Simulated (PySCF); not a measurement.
# C$_{3}$H$_{8}$S, charge +1, doublet, SMILES `CCC[SH+]`: electronic structure

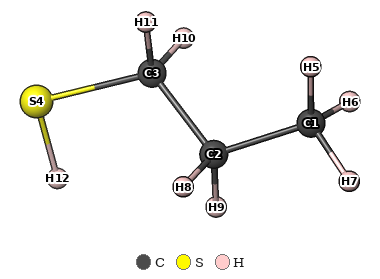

The molecule, with its atoms numbered as below. No frequency check shows the geometry to be a minimum.

Coordinates in Å:

```
C1      -2.3938    0.0886    0.0421
C2      -1.0080   -0.5032   -0.1065
C3       0.0822    0.5554    0.0363
S4       1.7763   -0.0297   -0.0356
H5      -2.5305    0.9546   -0.6003
H6      -2.6105    0.3810    1.0699
H7      -3.1371   -0.6660   -0.2171
H8      -0.9184   -0.9395   -1.1085
H9      -0.8720   -1.3155    0.6127
H10     -0.0238    1.0345    1.0189
H11     -0.0068    1.3442   -0.7153
H12      1.5963   -1.1631    0.6783
```

## 1. Bonding charge

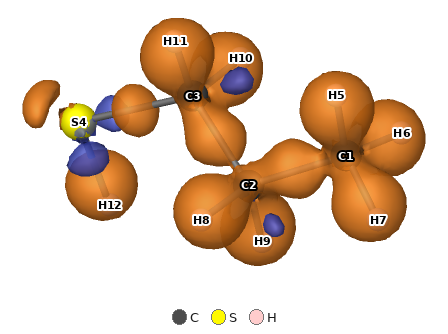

Deformation density (molecule less spherical, spin-averaged free atoms at the same positions), surfaces at ±0.13 e/Å³; orange: gain, blue: loss.

PySCF calculation, PBE0/def2-SVPD, gas phase; geometry: GFN2-xTB. The stability of the open-shell solution wasn't checked. GFN2-xTB doesn't know the spin state, so this open-shell geometry is rough.

Question: Describe the bonding that the map shows.

Answer: The five largest and four smallest: C3–H11: +0.73 e/Å³ at the bond critical point (bond length 1.09 Å). C2–H8: +0.70 e/Å³ at the bond critical point (bond length 1.10 Å). C2–H9: +0.70 e/Å³ at the bond critical point (bond length 1.09 Å). C1–H5: +0.69 e/Å³ at the bond critical point (bond length 1.09 Å). C1–H7: +0.69 e/Å³ at the bond critical point (bond length 1.09 Å). S4–H12: +0.52 e/Å³ at the bond critical point (bond length 1.35 Å). C1–C2: +0.43 e/Å³ at the bond critical point (bond length 1.51 Å). C2–C3: +0.38 e/Å³ at the bond critical point (bond length 1.53 Å). C3–S4: +0.25 e/Å³ at the bond critical point (bond length 1.79 Å). In all, 2.2 electrons gather in the regions of gain relative to the promolecule of neutral atoms (the regions of loss give up this much and the cation's charge besides).

## 2. Local ionisation energy

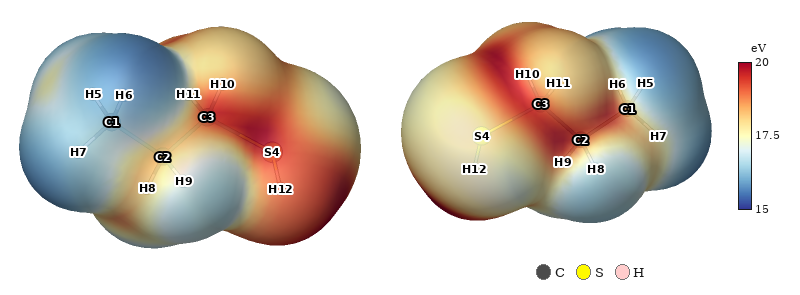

Average local ionisation energy on the surface of electron density 0.001 a.u. (back view left, front view right).

Question: Locate the minima of the map.

Answer: The lowest value is 15.6 eV, 1.3 Å from H6. Further minima include 15.7 eV, 1.3 Å from H5; 16.2 eV, 1.3 Å from H8; 16.4 eV, 1.3 Å from H9. For comparison, the highest occupied orbital lies at −14.2 eV.

Question: What volume does the surface enclose?

Answer: About 108 Å³.

## 3. Spin density

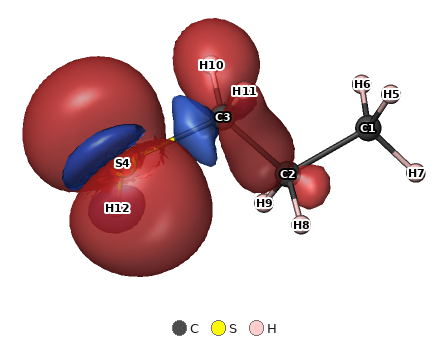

Spin density ρα − ρβ at ±0.01 e/Å³ (red: excess α, blue: excess β).

Question: Give the atomic spin populations that go with this picture.

Answer: Hirshfeld spin populations: S4 +0.82, C3 +0.06 and H10 +0.05. ⟨S²⟩ = 0.76, as for a pure state. The picture also shows regions of β spin from spin polarisation; the Hirshfeld sums, whose atoms overlap, net them against the α spin of neighbours.

## 4. In an electric field

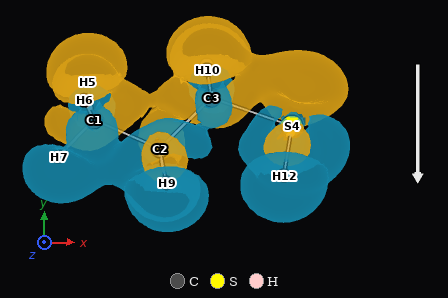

Change of the electron density in a uniform field of 0.21 V/Å along −y (arrow), surfaces at ±0.001 e/Å³ (yellow: gain, teal: loss).

Level of theory: BP86/def2-SVPD (PySCF), at a geometry from GFN2-xTB. The stability of the open-shell solution wasn't checked. GFN2-xTB doesn't know the spin state, so this open-shell geometry is rough.

The field was applied in both directions; the picture shows the one opposite to the script's first.

Question: How large is the response?

Answer: The induced dipole is 0.49 D (along the field); α along this axis, from the fields in both directions, is 48 bohr³ (7.1 Å³).
